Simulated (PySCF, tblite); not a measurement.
# CH₆NOSSi₃ radical: geometry, infrared bands and EPR parameters

Wanted: the infrared bands and EPR parameters of CH₆NOSSi₃ radical (`N#C[SiH]S[SiH2]O[SiH3]`), by calculation.

The runs use tblite 0.8.0 and PySCF 2.14.0, with density-fitted response routines of our own; the level of theory stands in each step. All values are computed, except where a source is named. Atoms are numbered from 0 throughout.

## 1. Starting geometry

13 atoms, charge 0, multiplicity 2; geometry from: force field or distance geometry start.

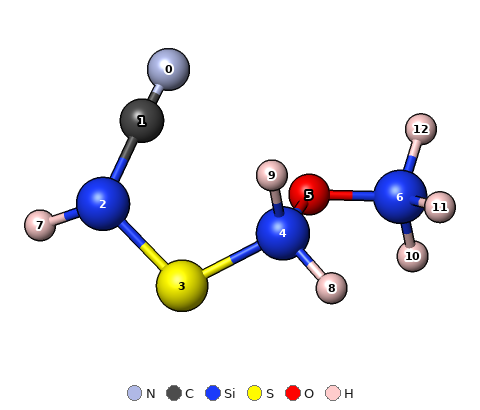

As it starts; nitrogen light blue, carbon dark grey, silicon blue, sulfur yellow, oxygen red, hydrogen pink, atoms numbered; sticks join atoms by distance.

## 2. Geometry optimisation with GFN2-xTB

What the job is given:

```
{"job": {"kind": "relax", "xc": "GFN2-xTB", "basis": "xTB"}, "charge": 0, "multiplicity": 2}
N     -2.276400     2.119800    -0.463200
C     -2.597600     1.022400    -0.312200
Si    -3.043200    -0.745400    -0.057100
S     -1.301000    -1.967700    -0.027200
Si     0.288300    -0.777400     0.832200
O      0.748600     0.324800    -0.375300
Si     2.434100     0.653600    -0.413100
H     -4.033000    -1.179200    -1.037900
H      1.339200    -1.701000     1.246000
H     -0.227400     0.006800     1.980200
H      2.975300    -0.164000    -1.505200
H      3.081400     0.334400     0.857200
H      2.607200     2.073400    -0.742200
```

The run is started by

```bash
> OMP_NUM_THREADS=1 python probes_run.py task.json out
```

One launch serves the whole session: the jobs run in the order shown.

Log:

```text
step      E/eV     max force
  0    -562.31121    2.735
  1    -562.45718    1.793
  2    -562.46716    3.944
  3    -562.57260    0.820
  4    -562.59560    0.408
  5    -562.62449    0.348
  6    -562.63958    0.421
  7    -562.65805    0.424
  8    -562.67462    0.371
  9    -562.68546    0.316
 10    -562.69529    0.315
 11    -562.70742    0.351
 12    -562.72407    0.386
 13    -562.74353    0.373
 14    -562.75894    0.305
 15    -562.76641    0.240
 16    -562.77187    0.264
 17    -562.78054    0.245
 18    -562.79127    0.217
 19    -562.79976    0.207
 20    -562.80561    0.218
 21    -562.81281    0.191
 22    -562.81781    0.203
 23    -562.82179    0.190
 24    -562.82711    0.169
 25    -562.83357    0.204
 26    -562.83931    0.169
 27    -562.84353    0.121
 28    -562.84539    0.090
 29    -562.84614    0.083
 30    -562.84696    0.085
 31    -562.84842    0.079
 32    -562.84964    0.103
 33    -562.85120    0.086
 34    -562.85248    0.076
 35    -562.85353    0.053
 36    -562.85414    0.050
 37    -562.85455    0.053
 38    -562.85502    0.052
 39    -562.85559    0.092
 40    -562.85618    0.094
 41    -562.85670    0.077
 42    -562.85706    0.052
 43    -562.85732    0.053
 44    -562.85764    0.070
 45    -562.85808    0.078
 46    -562.85861    0.068
 47    -562.85918    0.047
 48    -562.85954    0.083
 49    -562.86000    0.108
 50    -562.86047    0.061
 51    -562.86142    0.066
 52    -562.86218    0.091
 53    -562.86343    0.138
 54    -562.86482    0.136
 55    -562.86583    0.083
 56    -562.86638    0.058
 57    -562.86673    0.054
 58    -562.86776    0.084
 59    -562.86881    0.090
 60    -562.87003    0.078
 61    -562.87102    0.078
 62    -562.87187    0.078
 63    -562.87281    0.056
 64    -562.87381    0.071
 65    -562.87445    0.127
 66    -562.87518    0.059
 67    -562.87571    0.060
 68    -562.87757    0.109
 69    -562.87962    0.149
 70    -562.88351    0.187
 71    -562.88703    0.168
 72    -562.89022    0.122
 73    -562.89246    0.113
 74    -562.89482    0.212
 75    -562.89978    0.296
 76    -562.90548    0.230
 77    -562.91107    0.418
 78    -562.91357    0.154
 79    -562.91527    0.100
 80    -562.91621    0.170
 81    -562.91707    0.085
 82    -562.91765    0.081
 83    -562.91854    0.138
 84    -562.91946    0.129
 85    -562.92058    0.063
 86    -562.92151    0.070
 87    -562.92205    0.069
 88    -562.92237    0.047
 89    -562.92279    0.045
 90    -562.92342    0.051
 91    -562.92432    0.068
 92    -562.92515    0.075
 93    -562.92563    0.063
 94    -562.92583    0.041
 95    -562.92598    0.032
 96    -562.92615    0.028
 97    -562.92651    0.037
 98    -562.92686    0.040
 99    -562.92705    0.027
100    -562.92711    0.014
101    -562.92714    0.014
102    -562.92717    0.012
103    -562.92719    0.012
104    -562.92721    0.009
```

It took 2.9 s on 1 thread of Intel Xeon at 2.50GHz, shared host.

Step by step: (not every step is listed)

```
step  energy from step 0 (eV)  largest force (eV/Å)
   0                   0.0000                2.7349
   1                  -0.1460                1.7933
   2                  -0.1560                3.9444
   3                  -0.2614                0.8203
   4                  -0.2844                0.4078
   5                  -0.3133                0.3479
   6                  -0.3284                0.4205
   7                  -0.3468                0.4241
   8                  -0.3634                0.3710
  17                  -0.4693                0.2452
  26                  -0.5281                0.1688
  35                  -0.5423                0.0530
  44                  -0.5464                0.0696
  53                  -0.5522                0.1380
  62                  -0.5607                0.0781
  71                  -0.5758                0.1682
  80                  -0.6050                0.1701
  89                  -0.6116                0.0454
  98                  -0.6157                0.0404
  99                  -0.6158                0.0270
 100                  -0.6159                0.0139
 101                  -0.6159                0.0136
 102                  -0.6160                0.0124
 103                  -0.6160                0.0124
 104                  -0.6160                0.0088
```

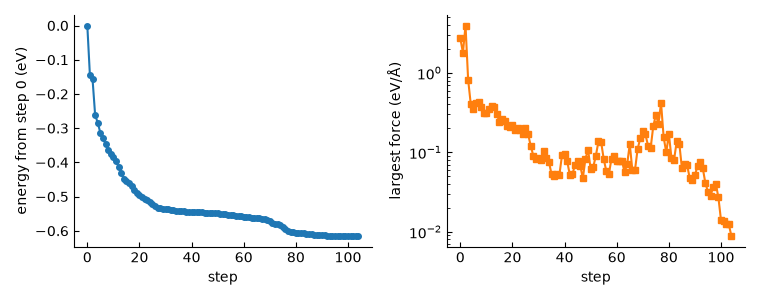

Energy and force, step by step.

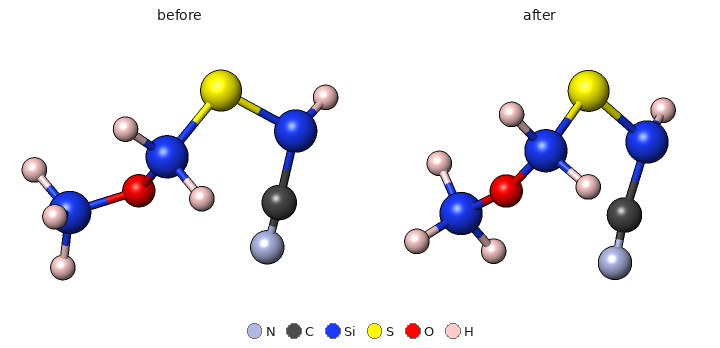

The geometry before (left) and after (right).

Close pairs (by a distance rule), those that changed most:

```
   bond  before (Å)  after (Å)  change (Å)
 Si4–O5       1.698      1.601      -0.098
 O5–Si6       1.718      1.634      -0.083
 Si4–H9       1.483      1.451      -0.032
Si6–H12       1.468      1.455      -0.013
 Si2–S3       2.128      2.141      +0.013
 Si4–H8       1.459      1.449      -0.010
 Si2–H7       1.459      1.450      -0.010
 S3–Si4       2.164      2.157      -0.006
```

The next job starts from the end point, and lists it.

## 3. Harmonic vibrations with GFN2-xTB

What the job is given:

```
{"job": {"kind": "ir", "xc": "GFN2-xTB", "basis": "xTB"}, "charge": 0, "multiplicity": 2}
N     -1.598842     2.332639    -0.311407
C     -1.926341     1.234115    -0.435893
Si    -2.569484    -0.486691    -0.397633
S     -1.148944    -2.033961     0.017578
Si     0.269246    -1.107607     1.353463
O      1.100259    -0.005620     0.542468
Si     1.959482     0.753707    -0.621949
H     -3.275578    -0.845746    -1.611824
H      1.126550    -2.211516     1.736002
H     -0.462935    -0.406196     2.390999
H      2.166421    -0.210844    -1.702460
H      3.213025     1.098269     0.041799
H      1.142752     1.889939    -1.018870
```

Log:

```text
mode    cm-1     km/mol
  1     -18.3      1.00
  2      11.5      4.15
  3      42.4      3.42
  4      63.2      2.29
  5      67.9      4.78
  6      79.4     12.79
  7     120.8      6.83
  8     207.8     10.79
  9     255.6      6.76
 10     314.5      2.07
 11     401.6      9.50
 12     452.5     14.88
 13     483.3     99.19
 14     519.9    122.15
 15     563.0     25.89
 16     591.4     42.92
 17     606.5     59.24
 18     610.7     21.09
 19     612.4     47.42
 20     697.7     96.68
 21     738.7    240.73
 22     745.0    324.27
 23     756.6    285.73
 24     776.1    280.08
 25     816.4    274.79
 26    1114.3    506.25
 27    2240.5    257.76
 28    2255.2    273.75
 29    2288.9    256.10
 30    2338.2    136.52
 31    2357.0    216.01
 32    2368.5    239.10
 33    2379.7    174.03
```

Wall time 1.9 s (1 thread of Intel Xeon at 2.50GHz, shared host).

Which atoms move in the most intense modes:

```
cm⁻¹  km/mol                                   atoms
 745   324.3              H9 42 %, H8 39 %, Si4 10 %
 757   285.7                      H12 47 %, H11 42 %
 776   280.1            H10 60 %, H11 20 %, H12 12 %
 816   274.8  H11 27 %, H10 26 %, H12 25 %, Si6 13 %
1114   506.2                       O5 78 %, Si4 13 %
2240   257.8                        C1 57 %, N0 42 %
2255   273.8                                H10 92 %
2289   256.1                                H11 93 %
```

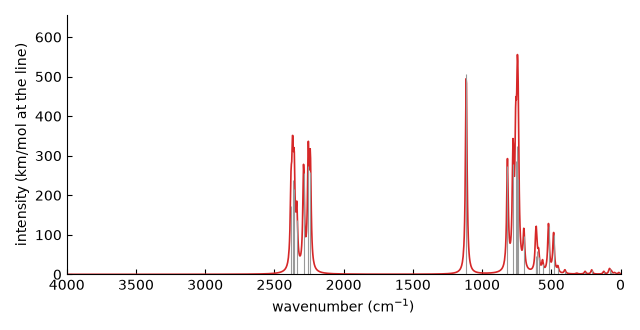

The infrared spectrum from these modes, unscaled. Lines are broadened to a width of 14 cm⁻¹ (Lorentzian).

## 4. g tensor and hyperfine couplings: B3LYP/pcH-1

The job, as its differences from that of step 3:

```diff
@@ -1,2 +1,2 @@
-{"job": {"kind": "ir", "xc": "GFN2-xTB", "basis": "xTB"}, "charge": 0, "multiplicity": 2}
+{"job": {"kind": "epr", "basis": "pcH-1"}, "charge": 0, "multiplicity": 2}
 N     -1.598842     2.332639    -0.311407
```

Level: UKS B3LYP, pcH-1 on C H N O S Si, non-relativistic, mean-field spin-orbit, GIAO.

Log:

```text
UKS, coarse grid
  cycle   1  E = -1438.30929357  |g| = 6.91e-01
  cycle   2  E = -1437.72180552  |g| = 1.35e+00
  cycle   3  E = -1438.46530382  |g| = 1.97e-01
  cycle   4  E = -1438.47429309  |g| = 1.43e-01
  cycle   5  E = -1438.48217892  |g| = 3.86e-02
  cycle   6  E = -1438.48279743  |g| = 7.84e-03
  cycle   7  E = -1438.48282813  |g| = 3.19e-03
  cycle   8  E = -1438.48283580  |g| = 9.07e-04
UKS, final grid
  cycle   1  E = -1438.48294731  |g| = 1.06e-03
  cycle   2  E = -1438.48294679  |g| = 1.59e-03
  cycle   3  E = -1438.48294818  |g| = 4.31e-04
  cycle   4  E = -1438.48294827  |g| = 1.93e-04
  cycle   5  E = -1438.48294834  |g| = 1.31e-04
  cycle   6  E = -1438.48294836  |g| = 3.52e-05
  cycle   7  E = -1438.48294836  |g| = 1.59e-05
E = -1438.48294836 Eh   <S^2> = 0.7533 (exact 0.7500)
g shifts (ppm)      1          2          3
  rmc          -169       -169       -169
  gc              8         78         79
  oz_so         -55       1571       7799
  total        -216       1480       7709
hyperfine (MHz)  atom isotope    a_iso     a_fc   dipolar eigenvalues
    0   14N       3.08       3.12     -5.81     -5.13     10.95
    1   13C      37.40      37.40     -8.78     -1.61     10.39
    2  29Si    -584.76    -585.53   -149.45     74.38     75.06
    3   33S       8.34       8.32    -16.69    -14.90     31.58
    4  29Si       1.01       0.98     -0.78      0.05      0.73
    5   17O      -0.33      -0.33     -0.42      0.08      0.34
    6  29Si      -0.10      -0.10     -0.19      0.07      0.13
    7    1H      57.65      57.62     -7.89      0.25      7.63
    8    1H      -1.49      -1.48     -1.15     -0.74      1.89
    9    1H       2.82       2.82     -1.74     -1.14      2.88
   10    1H       0.07       0.07     -0.61     -0.42      1.03
   11    1H      -0.03      -0.03     -0.35     -0.28      0.64
   12    1H       0.01       0.01     -0.93     -0.49      1.42
```

It took 3.3 min on 1 thread of Intel Xeon at 2.50GHz, shared host; peak memory 0.97 GiB.

Principal g values 2.00210, 2.00380, 2.01003; g(iso) = 2.00531, against 2.00232 for a free electron.

Hyperfine couplings; where a row names several nuclei, a(iso) is their mean (it holds for fast rotation or exchange) and the dipolar term the largest among them:

```
       nuclei  isotope  a(iso) (MHz)  a(iso) (G, at g = 2.0023)  largest dipolar term (MHz)
          Si2     29Si        -584.8                     -208.7                      -149.4
           H7       1H          57.7                       20.6                        -7.9
           C1      13C          37.4                       13.3                        10.4
           S3      33S           8.3                        3.0                        31.6
           N0      14N           3.1                        1.1                        10.9
          Si4     29Si           1.0                        0.4                        -0.8
       H8, H9       1H           0.7                        0.2                         2.9
           O5      17O          -0.3                       -0.1                        -0.4
          Si6     29Si          -0.1                        0.0                        -0.2
H10, H11, H12       1H           0.0                        0.0                         1.4
```

Mulliken spin populations:

N0 0.12; C1 -0.05; Si2 0.79; S3 0.12; Si4 0.00; O5 0.00; Si6 0.00; H7 0.02; H8 0.00; H9 0.00; H10 0.00; H11 0.00; H12 0.00

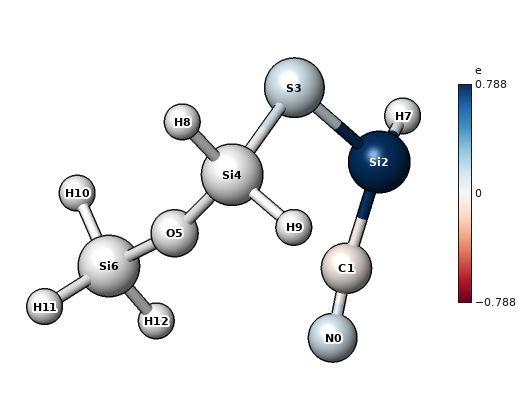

Mulliken spin populations, as colours on the atoms.

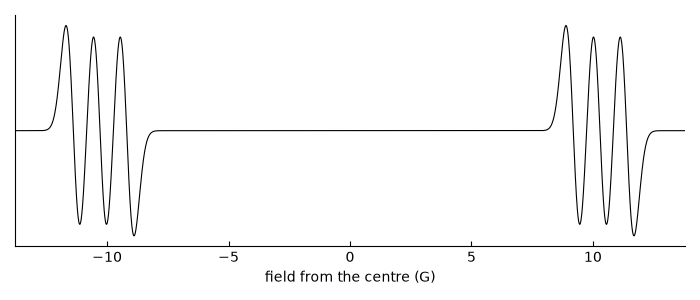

First-order isotropic spectrum (first derivative, main isotopes with spin only, couplings over 0.8 MHz, Gaussian width 0.3 G; couplings of the frozen geometry, rotation of groups not averaged beyond the rows shown).

The fields below are evaluated on a grid from the run's orbitals.

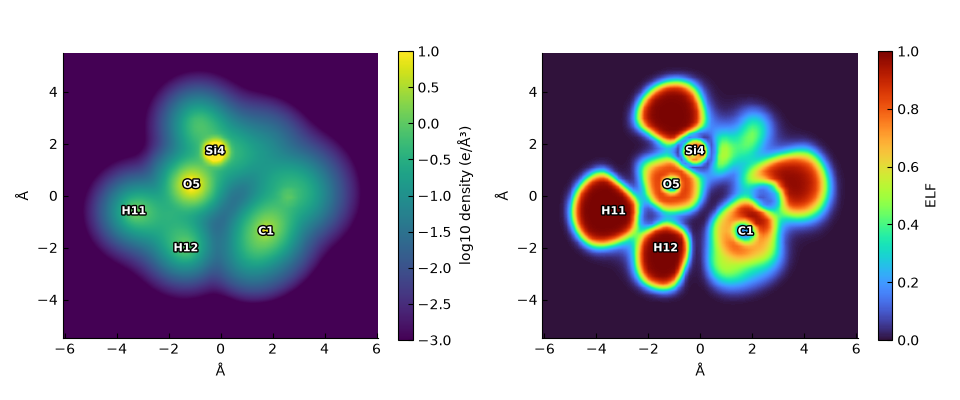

Density (left) and ELF (right) in a plane through or near 5 of the atoms.

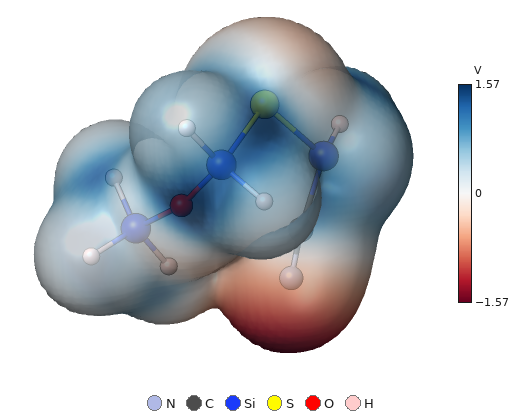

The potential that a unit positive charge feels on the 0.002 e/bohr³ surface, from the 1st to the 99th percentile, from -1.54 V near N0 to 1.57 V near H8.

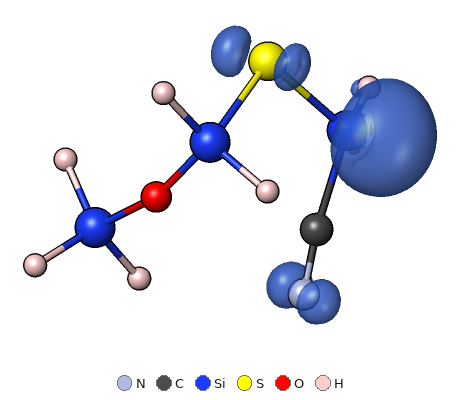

Spin density at ±0.05 e/Å³ (alpha excess blue, beta excess red).

## 5. Summary of results

```
                                 quantity                    value
strongest single infrared mode (GFN2-xTB)    1114 cm⁻¹, 506 km/mol
             zero-point energy (GFN2-xTB)            39.9 kcal/mol
                           g(iso) (B3LYP)                  2.00531
                                     ⟨S²⟩       0.753 (exact 0.75)
       largest a(iso) (averaged by class)  29Si on Si2, -584.8 MHz
    surface potential, 1st and 99th percentile       -1.54 V and 1.57 V
```

What this shows: Over 104 steps the energy fell by 0.616 eV; of the close pairs, Si4–O5 changed most, 1.698 to 1.601 Å. The lowest mode is slightly imaginary (18i cm⁻¹), a soft motion within the noise of the Hessian, so the minimum is not strictly shown. The strongest single mode, at 1114 cm⁻¹, moves mainly O5. Unscaled tight-binding wavenumbers are off by several per cent, some by more. Its intensities can rank the bands wrongly. Si2 carries the largest spin population, 0.79 e. The isotropic g lies 3.0 ppt above the free-electron value.
